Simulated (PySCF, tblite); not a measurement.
# C₅H₁₀N₂SSi: geometry, infrared bands and NMR shifts

Aim: predict the infrared bands and NMR shifts of C₅H₁₀N₂SSi (`N[SiH](N)Cc1cccs1`).

Programs: tblite 0.8.0 and PySCF 2.14.0, with density-fitted response routines of our own. Each step states its level of theory. These are calculated values for one molecule in the gas phase, unless marked as measured. Atoms count from 0, in the outputs and in this text.

### 1 Starting geometry

19 atoms, charge 0, multiplicity 1; geometry from: force field or distance geometry start.

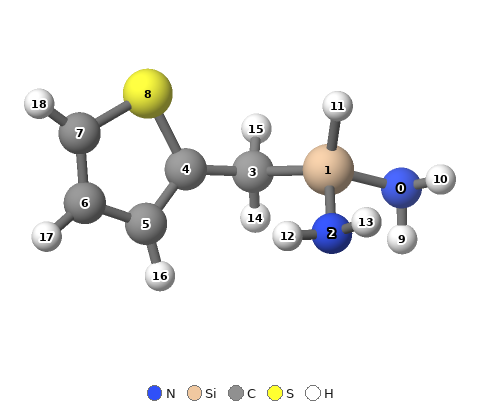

The starting geometry (nitrogen blue, silicon light orange, carbon grey, sulfur yellow, hydrogen white), atoms numbered; sticks join atoms by distance.

### 2 Optimising the geometry with GFN2-xTB

The job: settings as JSON, then the geometry in Å.

```
{"job": {"kind": "relax", "xc": "GFN2-xTB", "basis": "xTB"}, "charge": 0, "multiplicity": 1}
N     -3.190700    -0.381100     0.807900
Si    -1.532900    -0.174400     0.905100
N     -1.553400     1.501200     0.767500
C     -0.568100    -1.035300    -0.432100
C      0.880000    -0.647500    -0.532400
C      1.431500     0.324900    -1.353800
C      2.850000     0.422300    -1.200100
C      3.334900    -0.484700    -0.275900
S      2.086600    -1.453600     0.386100
H     -3.517600     0.220800     0.053300
H     -3.632700     0.009200     1.640200
H     -1.106400    -0.484600     2.291600
H     -0.610000     1.836600     0.665500
H     -1.873300     1.902900     1.642100
H     -1.056800    -0.837400    -1.386000
H     -0.642100    -2.126500    -0.263100
H      0.856100     0.946100    -2.023400
H      3.481600     1.108400    -1.734000
H      4.353400    -0.638000     0.034100
```

On the command line:

```console
$ OMP_NUM_THREADS=1 python probes_run.py task.json out
```

One launch serves the whole session: the jobs run in the order shown.

The program printed:

```text
step      E/eV     max force
  0    -723.94331    2.743
  1    -724.16354    1.506
  2    -724.23604    0.906
  3    -724.32440    0.725
  4    -724.39219    0.683
  5    -724.45640    0.638
  6    -724.51436    0.537
  7    -724.55948    0.510
  8    -724.58778    0.369
  9    -724.60732    0.414
 10    -724.62272    0.363
 11    -724.63734    0.332
 12    -724.65023    0.312
 13    -724.66119    0.264
 14    -724.67128    0.266
 15    -724.67958    0.225
 16    -724.68651    0.195
 17    -724.69320    0.205
 18    -724.69945    0.213
 19    -724.70506    0.223
 20    -724.70903    0.159
 21    -724.71149    0.131
 22    -724.71438    0.162
 23    -724.71798    0.206
 24    -724.72210    0.202
 25    -724.72585    0.138
 26    -724.72857    0.107
 27    -724.73036    0.120
 28    -724.73169    0.116
 29    -724.73248    0.068
 30    -724.73300    0.052
 31    -724.73341    0.062
 32    -724.73377    0.053
 33    -724.73412    0.045
 34    -724.73447    0.054
 35    -724.73486    0.054
 36    -724.73529    0.065
 37    -724.73578    0.048
 38    -724.73637    0.080
 39    -724.73716    0.096
 40    -724.73819    0.088
 41    -724.73928    0.087
 42    -724.74018    0.073
 43    -724.74089    0.065
 44    -724.74158    0.068
 45    -724.74233    0.084
 46    -724.74303    0.070
 47    -724.74357    0.065
 48    -724.74402    0.051
 49    -724.74445    0.064
 50    -724.74480    0.058
 51    -724.74507    0.045
 52    -724.74534    0.060
 53    -724.74572    0.083
 54    -724.74629    0.084
 55    -724.74692    0.049
 56    -724.74727    0.042
 57    -724.74754    0.036
 58    -724.74776    0.038
 59    -724.74792    0.028
 60    -724.74800    0.019
 61    -724.74807    0.019
 62    -724.74815    0.025
 63    -724.74822    0.021
 64    -724.74826    0.011
 65    -724.74829    0.010
 66    -724.74831    0.014
 67    -724.74834    0.019
 68    -724.74837    0.016
 69    -724.74839    0.009
```

It took 1.1 s on 1 thread of Arm Neoverse N1, shared host; peak memory 0.18 GiB.

Step by step: (not every step is listed)

| step | energy from step 0 (eV) | largest force (eV/Å) |
| --- | --- | --- |
| 0 | 0.0000 | 2.7425 |
| 1 | -0.2202 | 1.5057 |
| 2 | -0.2927 | 0.9059 |
| 3 | -0.3811 | 0.7249 |
| 4 | -0.4489 | 0.6827 |
| 5 | -0.5131 | 0.6383 |
| 6 | -0.5711 | 0.5371 |
| 7 | -0.6162 | 0.5100 |
| 8 | -0.6445 | 0.3692 |
| 13 | -0.7179 | 0.2644 |
| 18 | -0.7561 | 0.2132 |
| 23 | -0.7747 | 0.2064 |
| 28 | -0.7884 | 0.1157 |
| 33 | -0.7908 | 0.0451 |
| 38 | -0.7931 | 0.0795 |
| 43 | -0.7976 | 0.0647 |
| 48 | -0.8007 | 0.0511 |
| 53 | -0.8024 | 0.0832 |
| 58 | -0.8044 | 0.0381 |
| 63 | -0.8049 | 0.0212 |
| 64 | -0.8049 | 0.0107 |
| 65 | -0.8050 | 0.0105 |
| 66 | -0.8050 | 0.0140 |
| 67 | -0.8050 | 0.0193 |
| 68 | -0.8051 | 0.0161 |
| 69 | -0.8051 | 0.0087 |

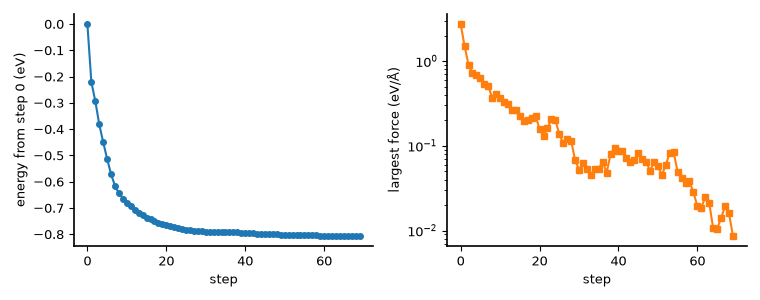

Energy and largest force along the relaxation.

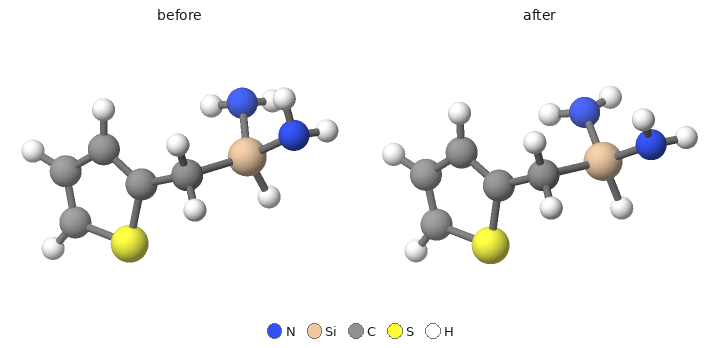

The geometry before (left) and after (right).

Close pairs (by a distance rule), those that changed most:

| bond | before (Å) | after (Å) | change (Å) |
| --- | --- | --- | --- |
| Si1–C3 | 1.860 | 1.910 | +0.050 |
| N0–Si1 | 1.673 | 1.722 | +0.049 |
| Si1–N2 | 1.681 | 1.729 | +0.047 |
| C6–C7 | 1.383 | 1.354 | -0.028 |
| C3–C4 | 1.502 | 1.475 | -0.027 |
| C4–C5 | 1.387 | 1.361 | -0.026 |
| C4–S8 | 1.717 | 1.736 | +0.019 |
| C3–H15 | 1.107 | 1.088 | -0.019 |

The final coordinates are the input of the step that follows.

### 3 Vibrational analysis with GFN2-xTB

The job: settings as JSON, then the geometry in Å.

```
{"job": {"kind": "ir", "xc": "GFN2-xTB", "basis": "xTB"}, "charge": 0, "multiplicity": 1}
N     -3.166293    -0.470954     0.913354
Si    -1.485318    -0.105598     0.990787
N     -1.116144     1.568837     0.770883
C     -0.660447    -0.976985    -0.495773
C      0.769491    -0.624494    -0.577298
C      1.363114     0.340156    -1.331792
C      2.755948     0.452946    -1.110044
C      3.208200    -0.422429    -0.180799
S      1.936064    -1.407659     0.442912
H     -3.643332    -0.398983     0.029559
H     -3.761645    -0.128131     1.647852
H     -1.036653    -0.692039     2.258140
H     -0.180690     1.823338     0.495560
H     -1.477068     2.246517     1.422760
H     -1.152451    -0.682460    -1.421928
H     -0.779247    -2.052217    -0.378823
H      0.822204     0.949247    -2.034900
H      3.386877     1.154959    -1.626580
H      4.207588    -0.564802     0.178668
```

The program printed:

```text
mode    cm-1     km/mol
  1      29.6      0.48
  2      44.6      0.11
  3      74.3      0.31
  4     158.4      2.47
  5     182.6      0.92
  6     185.3     17.77
  7     224.1     13.48
  8     259.1      7.48
  9     271.1     23.42
 10     299.5      1.18
 11     455.0      1.98
 12     510.1    134.03
 13     526.6      9.37
 14     537.5    246.97
 15     558.5      2.51
 16     632.6     82.02
 17     671.2     12.64
 18     697.9     72.01
 19     721.3     21.76
 20     729.9     10.43
 21     740.1      9.92
 22     781.6     20.22
 23     789.8     15.10
 24     807.2      7.00
 25     830.6     96.79
 26     842.5      8.23
 27     844.9     30.68
 28     874.2    313.75
 29     941.7    240.64
 30    1054.8     21.79
 31    1075.9      0.94
 32    1094.0     10.50
 33    1181.7     10.91
 34    1209.0     49.32
 35    1210.3     72.18
 36    1344.7      7.53
 37    1455.6      9.78
 38    1487.4     44.84
 39    1517.4     53.38
 40    1529.7     50.88
 41    1574.0     17.43
 42    2219.8    266.88
 43    2993.9     36.21
 44    3008.5     25.65
 45    3115.0     23.25
 46    3124.9     42.34
 47    3163.4     12.45
 48    3468.4      1.16
 49    3483.0      1.64
 50    3503.3      1.56
 51    3520.0      4.81
```

It took 1.6 s on 1 thread of Arm Neoverse N1, shared host; peak memory 0.18 GiB.

Which atoms move in the most intense modes:

| cm⁻¹ | km/mol | atoms |
| --- | --- | --- |
| 510 | 134.0 | H10 29 %, H9 29 %, N0 18 %, H12 10 % |
| 538 | 247.0 | H13 29 %, H12 28 %, N2 14 % |
| 633 | 82.0 | H11 71 % |
| 831 | 96.8 | H9 26 %, N0 18 %, Si1 12 %, N2 10 % |
| 874 | 313.8 | Si1 31 %, N2 20 %, H13 15 %, H10 11 % |
| 942 | 240.6 | Si1 45 %, N0 27 %, N2 15 % |
| 1210 | 72.2 | H15 32 %, C4 19 %, C3 15 %, H16 14 % |
| 2220 | 266.9 | H11 97 % |

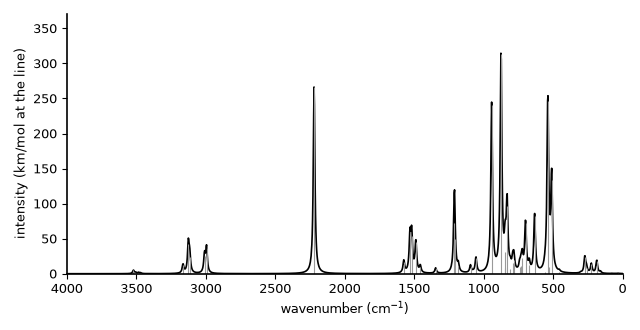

The infrared spectrum from these modes, unscaled. Lines are broadened to a width of 14 cm⁻¹ (Lorentzian).

### 4 NMR shieldings: PBE0/pcSseg-1

The job, as its differences from that of step 3:

```diff
@@ -1,2 +1,2 @@
-{"job": {"kind": "ir", "xc": "GFN2-xTB", "basis": "xTB"}, "charge": 0, "multiplicity": 1}
+{"job": {"kind": "nmr", "xc": "PBE0", "basis": "pcSseg-1"}, "charge": 0, "multiplicity": 1}
 N     -3.166293    -0.470954     0.913354
```

With the program's defaults for keys left out, this is: GIAO PBE0/pcSseg-1 NMR shielding, non-relativistic, gas phase.

The program printed:

```text
coarse grid: 17008 points
cycle   1  E = -992.9615369538  dE =  1.401e+00  |g| = 6.567e-01  |ddm| = 4.256e+00
cycle   2  E = -992.8981318783  dE =  6.341e-02  |g| = 8.415e-01  |ddm| = 1.345e+00
cycle   3  E = -993.0569387358  dE = -1.588e-01  |g| = 9.762e-02  |ddm| = 8.901e-01
cycle   4  E = -993.0591823193  dE = -2.244e-03  |g| = 4.746e-02  |ddm| = 1.841e-01
cycle   5  E = -993.0597567852  dE = -5.745e-04  |g| = 1.235e-02  |ddm| = 5.698e-02
cycle   6  E = -993.0597917456  dE = -3.496e-05  |g| = 2.908e-03  |ddm| = 1.274e-02
cycle   7  E = -993.0597935895  dE = -1.844e-06  |g| = 5.738e-04  |ddm| = 2.909e-03
final grid: 155416 points
cycle   8  E = -993.1083064181  dE = -2.792e-05  |g| = 1.112e-02  |ddm| = 3.477e-02
cycle   9  E = -993.1082761173  dE =  3.030e-05  |g| = 1.553e-02  |ddm| = 2.561e-02
cycle  10  E = -993.1083352346  dE = -5.912e-05  |g| = 1.571e-03  |ddm| = 1.752e-02
cycle  11  E = -993.1083359295  dE = -6.949e-07  |g| = 3.823e-04  |ddm| = 2.318e-03
cycle  12  E = -993.1083359631  dE = -3.359e-08  |g| = 1.042e-04  |ddm| = 4.043e-04
cycle  13  E = -993.1083359654  dE = -2.315e-09  |g| = 4.090e-05  |ddm| = 1.330e-04
cycle  14  E = -993.1083359657  dE = -3.658e-10  |g| = 1.654e-05  |ddm| = 5.384e-05
converged SCF energy = -993.1083359657

GIAO shielding tensors (ppm)
atom      isotropic    diamagn.    paramagn.     s11        s22        s33       span
  0 N      242.987     316.330     -73.343    220.134    240.725    268.102     47.967
  1 Si     376.415     879.551    -503.136    344.861    374.092    410.293     65.432
  2 N      236.326     320.783     -84.457    214.730    242.149    252.097     37.367
  3 C      164.223     252.133     -87.910    143.456    164.079    185.135     41.679
  4 C       33.077     263.732    -230.655    -44.991     15.116    129.105    174.097
  5 C       61.121     251.373    -190.252    -17.517     59.733    141.146    158.663
  6 C       55.581     254.868    -199.287    -27.681     44.939    149.486    177.167
  7 C       55.907     263.689    -207.782    -32.806     60.358    140.167    172.973
  8 S      273.261    1058.121    -784.861    121.183    314.921    383.678    262.495
  9 H       31.277      30.759       0.518     24.082     27.873     41.875     17.793
 10 H       31.155      28.332       2.822     24.190     26.540     42.735     18.545
 11 H       26.736      29.939      -3.203     22.995     25.438     31.774      8.779
 12 H       30.934      34.833      -3.899     21.311     30.232     41.259     19.947
 13 H       31.398      30.855       0.544     24.434     26.919     42.842     18.408
 14 H       29.317      32.824      -3.507     24.632     28.772     34.546      9.915
 15 H       29.227      30.942      -1.715     23.575     29.548     34.557     10.982
 16 H       24.901      33.735      -8.834     22.089     24.031     28.584      6.495
 17 H       24.719      30.377      -5.658     21.805     24.817     27.534      5.729
 18 H       24.810      30.994      -6.185     21.930     24.625     27.874      5.944
```

It took 81 s on 1 thread of Arm Neoverse N1, shared host; peak memory 1 GiB.

The references, computed at this level on geometries of the same kind, shield at (ppm): 1H TMS 31.72, 13C TMS 186.9, 29Si TMS 349.2, 15N NH3 267.7, 33S CS2 504. Their shielding less the atom's gives the shift. The references are single molecules in the gas phase, so shifts against H2O, NH3, PH3, H3PO4 or CFCl3 are not on the usual liquid scales and can be off by tens of ppm. Atoms listed in one row are averaged.

| atoms | environment | σ (ppm) | δ (ppm) | δ scaled to CDCl3 |
| --- | --- | --- | --- | --- |
| C4 | substituted aromatic carbon next to the ring sulfur | 33.1 | 153.8 | 143.8 |
| C6 | aromatic CH | 55.6 | 131.3 | 126.3 |
| C7 | aromatic CH next to the ring sulfur | 55.9 | 131.0 | 121.5 |
| C5 | aromatic CH | 61.1 | 125.8 | 120.9 |
| C3 | sp3 CH2 bonded to Si, on an aromatic ring | 164.2 | 22.7 | 20.2 |
| H17 | hydrogen on an aromatic CH | 24.72 | 7.00 | 6.70 |
| H18 | hydrogen on an aromatic CH next to the ring sulfur | 24.81 | 6.91 | 6.62 |
| H16 | hydrogen on an aromatic CH | 24.90 | 6.82 | 6.53 |
| H11 | hydrogen on a silicon bonded to C, 2 N | 26.74 | 4.98 | – |
| H14, H15 | hydrogen on an sp3 CH2 bonded to Si, on an aromatic ring | 29.27 | 2.45 | 2.41 |
| H9, H10, H12, H13 | hydrogen on a nitrogen bonded to Si | 31.19 | 0.53 | – |
| N0, N2 | nitrogen bonded to Si, 2 H | 239.7 | 28.1 | – |
| Si1 | silicon bonded to C, 2 N, H | 376.4 | -27.3 | – |
| S8 | aromatic ring sulfur | 273 | 230 | – |

The scaled column applies a straight-line fit of computed shieldings to shifts measured in CDCl3, with any fitted terms for Cl, Br or S neighbours (root-mean-square error 0.16 ppm for H, 1.9 ppm for C).

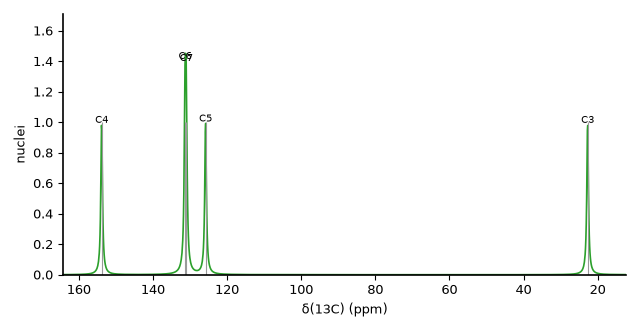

13C lines at the computed shifts, without couplings. Lines are broadened to a width of 0.52 ppm (Lorentzian).

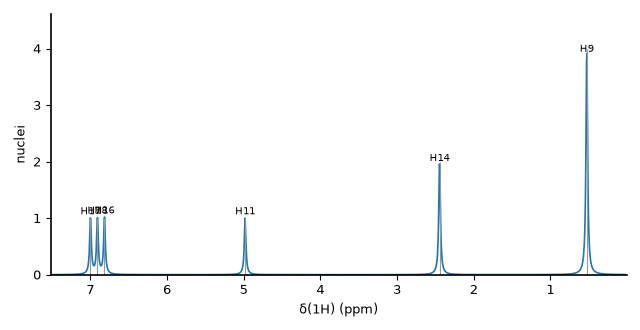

1H lines at the computed shifts, without couplings. Lines are broadened to a width of 0.03 ppm (Lorentzian).

The run also stored atomic charges by several schemes (e):

| atoms | Mulliken | IAO | Hirshfeld | ESP fit |
| --- | --- | --- | --- | --- |
| N0, N2 | -0.63 | -0.86 | -0.33 | -1.12 |
| Si1 | 0.94 | 1.15 | 0.40 | 1.05 |
| C3 | -0.37 | -0.56 | -0.17 | -0.62 |
| C4 | -0.47 | -0.13 | -0.02 | -0.01 |
| C5 | -0.03 | -0.22 | -0.08 | -0.06 |
| C6 | -0.05 | -0.18 | -0.08 | -0.32 |
| C7 | -0.27 | -0.33 | -0.09 | -0.24 |
| S8 | 0.26 | 0.31 | 0.10 | 0.03 |

ESP fit charges:

N0 -1.14; Si1 1.05; N2 -1.10; C3 -0.62; C4 -0.01; C5 -0.06; C6 -0.32; C7 -0.24; S8 0.03; H9 0.40; H10 0.42; H11 -0.19; H12 0.38; H13 0.39; H14 0.21; H15 0.22; H16 0.14; H17 0.20; H18 0.22

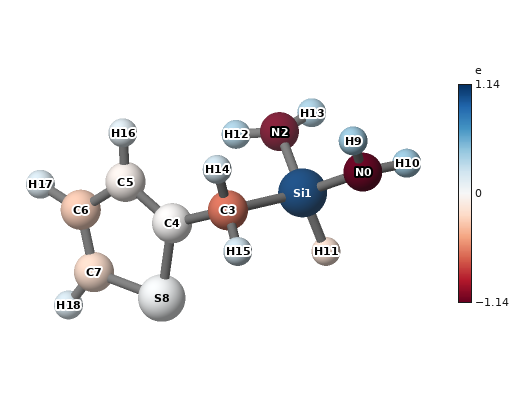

ESP fit charges, as colours on the atoms.

Mayer bond orders: N0–Si1 1.06, Si1–N2 1.05, Si1–C3 0.86, C3–C4 1.04, C4–C5 1.55, C5–C6 1.26, C6–C7 1.60, C7–S8 1.14, S8–C4 1.17.

Ring of atoms C4, C5, C6, C7, S8: NICS(0) -11.7, NICS(1) -10.4, NICS(1)zz -24.7 ppm (means of both faces).

### 5 Summary of results

| quantity | value |
| --- | --- |
| strongest single infrared mode (GFN2-xTB) | 874 cm⁻¹, 314 km/mol |
| zero-point energy (GFN2-xTB) | 89.4 kcal/mol |
| 13C shifts against TMS (PBE0/pcSseg-1) | 153.8, 131.3, 131.0, 125.8, 22.7 ppm |
| 1H shifts against TMS (PBE0/pcSseg-1, means over atoms taken as alike) | 7.00, 6.91, 6.82, 4.98, 2.45, 0.53 ppm |
| 15N shifts against NH3 (PBE0/pcSseg-1, means over atoms taken as alike) | 28.1 ppm |
| 29Si shifts against TMS (PBE0/pcSseg-1) | -27.3 ppm |
| 33S shifts against CS2 (PBE0/pcSseg-1) | 230 ppm |

In words: Over 69 steps the energy fell by 0.805 eV; of the close pairs, Si1–C3 changed most, 1.860 to 1.910 Å. No mode is imaginary among the 51: a minimum at this level. The strongest single mode, at 874 cm⁻¹, is spread over several atoms, Si1, N2, H13, H10 among them. Unscaled tight-binding wavenumbers are off by several per cent, some by more. Its intensities can rank the bands wrongly. At PBE0/pcSseg-1: The largest span, 262 ppm, is at S8, where the paramagnetic term is -785 ppm. NICS(1)zz of -25 ppm above the planar ring from C4 marks a diatropic (aromatic) ring current.
